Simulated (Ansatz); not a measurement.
# C3H5F (allyl fluoride): PBE-QIDH/def2-SVP

Aim: the vertical singlet–triplet gap of C3H5F (allyl fluoride) at PBE-QIDH/def2-SVP, from 2 runs. 

The results are computed with Ansatz 0.2.0.

52 further runs of the same task are left out: 52 set aside as unsound or not needed.

## 1. Starting point

C3H5F: 9 atoms, total charge 0, spin state singlet. As SMILES, `C=CCF`. Geometry: relaxed at PBE0-D4/def2-TZVP. This is one conformer, not always the lowest.

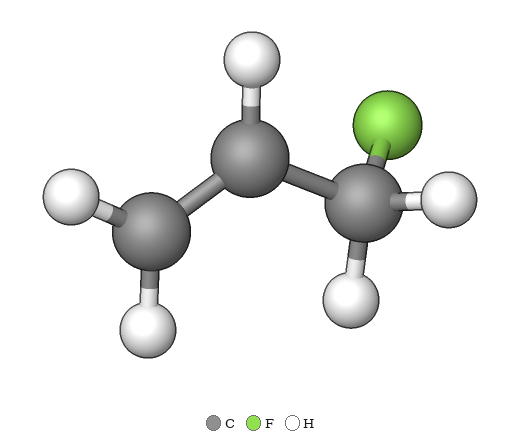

The structure, seen from a chosen angle (carbon grey, fluorine green, hydrogen white).

## 2. A single-point energy at PBE-QIDH/def2-SVP

job.yaml reads:

```yaml
crystal:
  periodic: [false, false, false]
  atoms:
    - {symbol: C, position_ang: [-0.578000, 1.122500, -0.608000]}
    - {symbol: C, position_ang: [0.352500, 0.215400, -0.353400]}
    - {symbol: C, position_ang: [0.200500, -0.852800, 0.668500]}
    - {symbol: F, position_ang: [0.430500, -2.098200, 0.102300]}
    - {symbol: H, position_ang: [-0.422500, 1.909200, -1.336700]}
    - {symbol: H, position_ang: [-1.531700, 1.114000, -0.089100]}
    - {symbol: H, position_ang: [1.299800, 0.230700, -0.886500]}
    - {symbol: H, position_ang: [0.929800, -0.730800, 1.477200]}
    - {symbol: H, position_ang: [-0.806800, -0.852300, 1.094700]}
basis:
  gaussian:
    orbitals: def2-SVP
correlation:
  frozen_orbitals: {C: 1, F: 1, H: 0}
hamiltonian:
  xc: {name: PBE-QIDH}
output: {orbitals: {seedname: orbitals}}
accuracy: high
```

Run with:

```bash
$ ansatz run job.yaml --threads 1 --pin off --max-ram 3480MiB --events-out events.jsonl --progress --plain --runs-dir runs
```

The program printed:

```text
Warning: RAYON_NUM_THREADS=1 ignored (pool sized by the plan → 1); use --threads N
Functional definition: PBE-QIDH
  name "PBE-QIDH"
  parameter a = 3^(-1/3)
  parameter c = 1/3
  exchange = (1 - a)*pbe_x + a*exact_x
  correlation = (1 - c)*pbe_c + c*(mp2_os + mp2_ss)
1938 factors; integrals over basis functions are off by at most 3.5e-9 eV
mean field evaluation 1: about -5887.2942 eV, gradient 2.8e1 eV
mean field evaluation 2: about -5887.2965 eV, gradient 2.8e1 eV
mean field evaluation 4: about -5889.1165 eV, gradient 2.4e0 eV
mean field evaluation 8: about -5889.1290 eV, gradient 4.1e-2 eV
mean field evaluation 16: about -5889.1290 eV, gradient 1.2e-5 eV
mean field -5889.12900781 eV, -216.4214992421 hartree, gradient 4.2e-8 eV, S^2 0.000000; 0 other end points of the search recorded, 0 dependent functions left out
4 core orbitals not correlated: weight in the atoms' cores, before any rotation towards them, 1.000 or more for the frozen orbitals, at most 0.000 for the correlated occupied ones
reference -5889.12900862 eV, -216.4214992719 hartree; 12, 12 occupied and 65, 65 virtual orbitals, 1938 factors
second order -18.05156524 eV of doubles, -0.00000000 eV of singles
Total energy: -5895.14619704 eV, -216.6426268675 hartree
```

It took 6.3 s on 1 thread of Arm Neoverse V2, shared host; peak memory 0.24 GiB.

## 3. The triplet at the same level

in.yaml reads:

```yaml
crystal:
  periodic: [false, false, false]
  atoms:
    - {symbol: C, position_ang: [-0.578000, 1.122500, -0.608000]}
    - {symbol: C, position_ang: [0.352500, 0.215400, -0.353400]}
    - {symbol: C, position_ang: [0.200500, -0.852800, 0.668500]}
    - {symbol: F, position_ang: [0.430500, -2.098200, 0.102300]}
    - {symbol: H, position_ang: [-0.422500, 1.909200, -1.336700]}
    - {symbol: H, position_ang: [-1.531700, 1.114000, -0.089100]}
    - {symbol: H, position_ang: [1.299800, 0.230700, -0.886500]}
    - {symbol: H, position_ang: [0.929800, -0.730800, 1.477200]}
    - {symbol: H, position_ang: [-0.806800, -0.852300, 1.094700]}
basis:
  gaussian:
    orbitals: def2-SVP
magnetization:
  spin_polarized: true
  initial_magnetization: 2
hamiltonian:
  xc: {name: PBE-QIDH}
correlation:
  frozen_orbitals: {C: 1, F: 1, H: 0}
accuracy: high
output: {orbitals: {seedname: orbitals}}
```

Run with:

```bash
$ ansatz run in.yaml --threads 1 --pin off --max-ram 3480MiB --events-out events.jsonl --progress --plain --runs-dir runs
```

The program printed (excerpt; [...] marks lines left out):

```text
Warning: RAYON_NUM_THREADS=1 ignored (pool sized by the plan → 1); use --threads N
[... 2 set-up lines as earlier in the session ...]
[...]
1938 factors; integrals over basis functions are off by at most 3.5e-9 eV
[...]
mean field -5885.18828921 eV, -216.2766805046 hartree, gradient 8.6e-8 eV, S^2 2.012670; 0 other end points of the search recorded, 0 dependent functions left out
4 core orbitals not correlated: weight in the atoms' cores, before any rotation towards them, 1.000 or more for the frozen orbitals, at most 0.000 for the correlated occupied ones
reference -5885.18829004 eV, -216.2766805352 hartree; 13, 11 occupied and 64, 66 virtual orbitals, 1938 factors
second order -16.62026580 eV of doubles, -0.00000000 eV of singles
Total energy: -5890.72837864 eV, -216.4802750360 hartree
```

Wall time 11 s (1 thread of Arm Neoverse V2, shared host); peak memory 0.34 GiB.

## 4. What came out

Level: PBE-QIDH/def2-SVP, 4 core orbitals frozen.

| quantity | value |
| --- | --- |
| singlet: total energy | -216.64263 Eh |
| singlet: HOMO energy (SCF part's orbitals) | -9.79 eV |
| singlet: LUMO energy (SCF part's orbitals) | 2.17 eV |
| singlet: HOMO–LUMO gap (SCF part's orbitals) | 11.96 eV |
| triplet: total energy | -216.48028 Eh |
| triplet: HOMO energy (SCF part's orbitals) (highest over α and β) | -5.74 eV |
| triplet: LUMO energy (SCF part's orbitals) (lowest over α and β) | -1.51 eV |
| triplet: ⟨S²⟩ | 2.013 |
| vertical energy of the triplet above the singlet | 4.418 eV |

What this shows: At this shape the triplet lies 4.42 eV (426 kJ/mol) above the singlet.
